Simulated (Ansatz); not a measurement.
Stretching the C1–Ga2 bond in CH5Ga (SMILES [CH3][GaH2]) (multiplicity 1 held, fragments rigid). Energies count from the point at 1.979 Å.
Geometry at that point (charge 0, multiplicity 1):
```xyz
7

C     -1.56095    -0.12281     0.00124
Ga     0.41257     0.02978    -0.00136
H     -1.98855     0.49918    -0.78832
H     -1.90125    -1.14878    -0.13142
H     -1.95365     0.25455     0.94939
H      1.08437     1.45472     0.05189
H      1.33522    -1.24605    -0.04691
```

Restricted levels (R-, RO-) in cc, def2 and unpolarised 6-31G sets keep to the state of the molecule at rest. Active spaces are followed from a long bond inwards. Curves can end on different states.

Correlated levels freeze the cores. Filled d and f shells under p-block atoms count as core.

Run with Ansatz (an electronic-structure program) with Gaussian orbitals. Values without a source in brackets are computed.

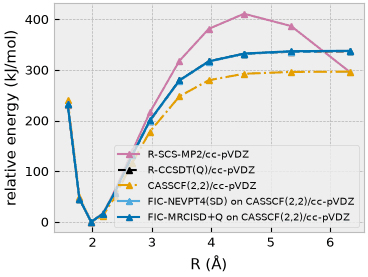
*Relative energy along the coordinate*

Doubts at one or more of the structures used: a restricted determinant that unrestricted orbitals would lower (R-SCS-MP2/cc-pVDZ, R-CCSDT(Q)/cc-pVDZ); other coupled-cluster roots lie near (R-CCSDT(Q)/cc-pVDZ).
